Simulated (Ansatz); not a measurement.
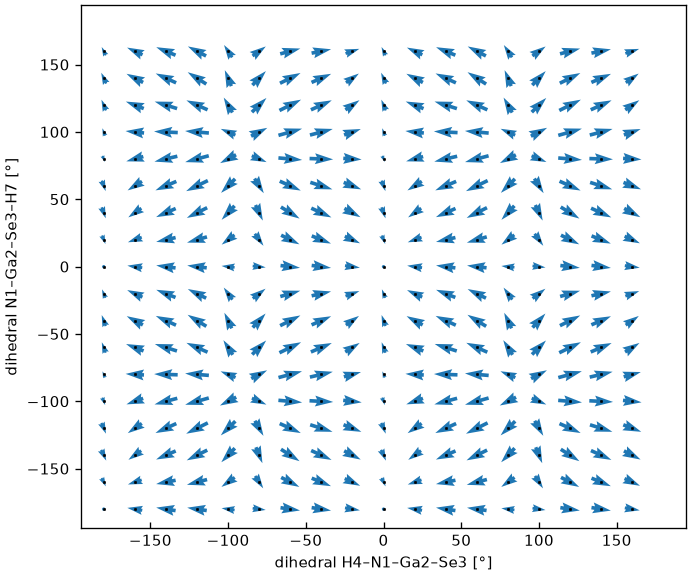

GaH₄NSe, SMILES [NH2][GaH][SeH]. First axis: dihedral H4–N1–Ga2–Se3. Second axis: dihedral N1–Ga2–Se3–H7. Nothing is relaxed (all other coordinates rigid). Grid: 18 × 18 points; 323 points were computed and 1 follow by symmetry. Theory: Ansatz, RKS SPW92 (LDA)/def2-TZVP.

The picture shows dots at the grid points, arrows along the force (downhill), their lengths compressed.

> The arrows alone are given. Where are the wells?

The arrows converge at dihedral H4–N1–Ga2–Se3 = 0°, dihedral N1–Ga2–Se3–H7 = −180°; dihedral H4–N1–Ga2–Se3 = −180°, dihedral N1–Ga2–Se3–H7 = −180°; dihedral H4–N1–Ga2–Se3 = 0°, dihedral N1–Ga2–Se3–H7 = 0° (0.29 kcal/mol up); dihedral H4–N1–Ga2–Se3 = −180°, dihedral N1–Ga2–Se3–H7 = 0° (0.30 kcal/mol up) (read from the interpolated surface).

The energy map of the same scan:

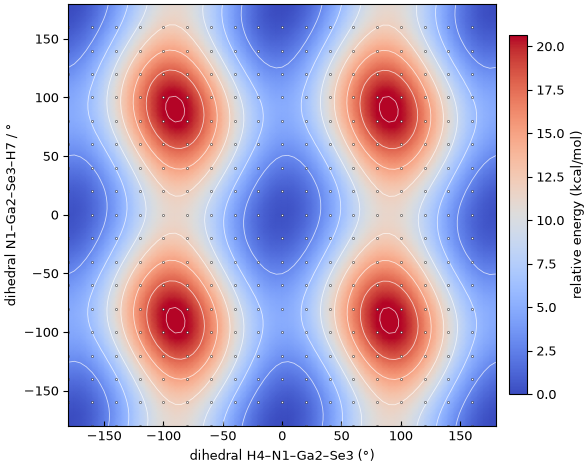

Energies are in kcal/mol, from the lowest grid point; between grid points the surface is interpolated.
